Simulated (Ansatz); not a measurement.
CH3FSi (SMILES C=[SiH]F)

Input

```
crystal:
  periodic: [false, false, false]
  atoms:
    - symbol: C
      position_ang: [0.942650, -0.738555, 0.585215]
    - symbol: F
      position_ang: [-1.704048, 0.207740, -0.200766]
    - symbol: Si
      position_ang: [-0.367105, 0.332282, 0.686091]
    - symbol: H
      position_ang: [-0.474199, 1.503248, 1.575021]
    - symbol: H
      position_ang: [1.809706, -0.581802, 1.221509]
    - symbol: H
      position_ang: [0.984596, -1.592033, -0.083291]
basis:
  gaussian: {orbitals: def2-TZVPD}
hamiltonian: {xc: {name: PBE0}}
output: {forces: true, orbitals: {seedname: orbitals}}
```

Run with:

```sh
ansatz run input.yaml --threads 1 --pin off --max-ram 2610MiB --events-out events.jsonl --progress --plain --runs-dir runs
```

Geometry: B3LYP/6-31G*.

All numbers below come from isolated molecule in a Gaussian basis; Kohn-Sham density functional theory, functional PBE0 in Ansatz 0.2.0.

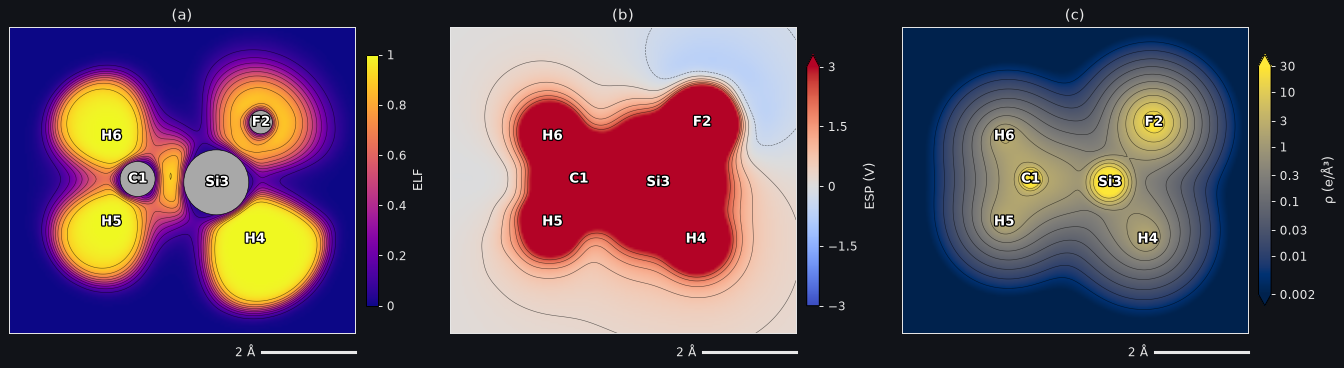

Figure 1. (a) electron localisation function; (b) molecular electrostatic potential; (c) total electron density on the molecular plane. Grey discs cover the atomic cores in the ELF map.

What do the fields say about this system?

Atoms in the plane: C, F, Si and H.
Si–F (1.61 Å): ρ at the midpoint is about 1.1 e/Å³; the ELF peaks at about 0.85 in the valence shell of F, 0.6 Å from its nucleus, and is about 0.55 at the midpoint.
C–Si (1.69 Å): the density is about 1.2 e/Å³ at the midpoint; the ELF peaks at about 0.90 between the atoms, as expected for localised, covalent bonding.
C–H (1.08 Å): the density is about 2 e/Å³ at the midpoint; the ELF climbs to about 1 towards the hydrogen, as it does in any bond to H (a covalent bond by its length).
Si–H (1.47 Å): ρ at the midpoint is about 0.84 e/Å³; the ELF climbs to about 1 towards the hydrogen.
The ELF also peaks beside F2, away from the bonds: lone-pair regions.
Outside the dense part of the molecule the potential is most negative (−0.7 V) near F2.

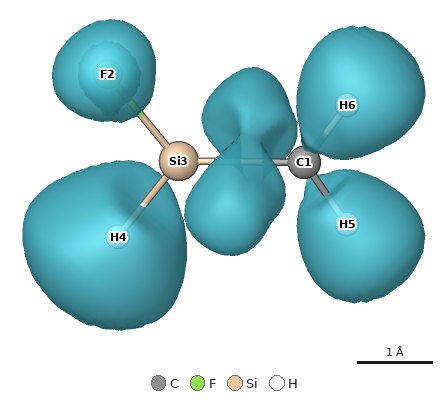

Figure 2. Isosurface of the electron localisation function at 0.8 (cyan), seen at a tilt. Only the valence region is drawn (cores and ρ < 0.01 e/Å³ removed).

Describe the localisation domains.

The surface consists of one region between bonded C–Si atoms (shared pairs), three regions around hydrogen nuclei and one region wrapped around F (its lone pairs, merged into a ring or cap).

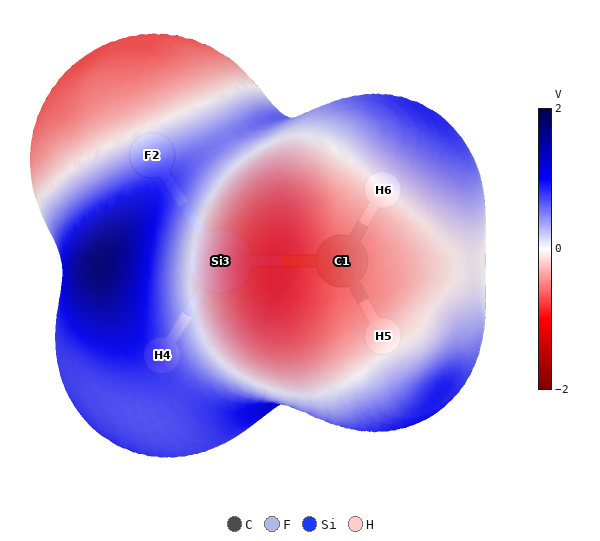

Figure 3. The molecular electrostatic potential painted on the density surface at 0.002 e/bohr³, seen at a tilt; red is negative and blue positive.

Describe the electrostatic potential map.

The most negative region (about −0.9 V, or −21 kcal/mol for a unit charge) lies over the π face of C1, the most positive (about +1.8 V, or +42 kcal/mol for a unit charge) over Si3.

What dipole moment does the calculation give?

Its dipole moment is 1.10 D.

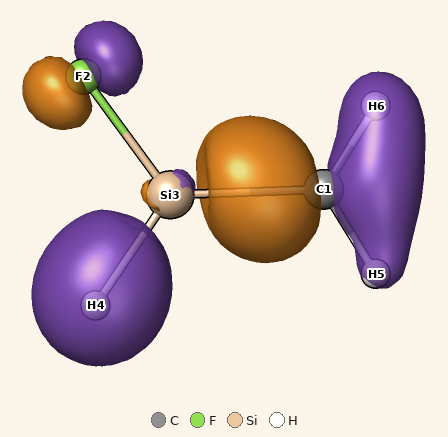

Figure 4. The HOMO−1 at ±0.2 Å⁻³ᐟ² (orange and purple are the two phases), seen across its widest extent.

What is the character of this orbital?

Its weight (Hirshfeld) is mainly on C1 (about 30 %), Si3 (about 30 %), H4 (about 20 %), F2 (about 10 %) and H6 (about 5 %); it is symmetric in the molecular plane (an in-plane orbital: σ, lone-pair or in-plane π type). Its energy is −10.25 eV.
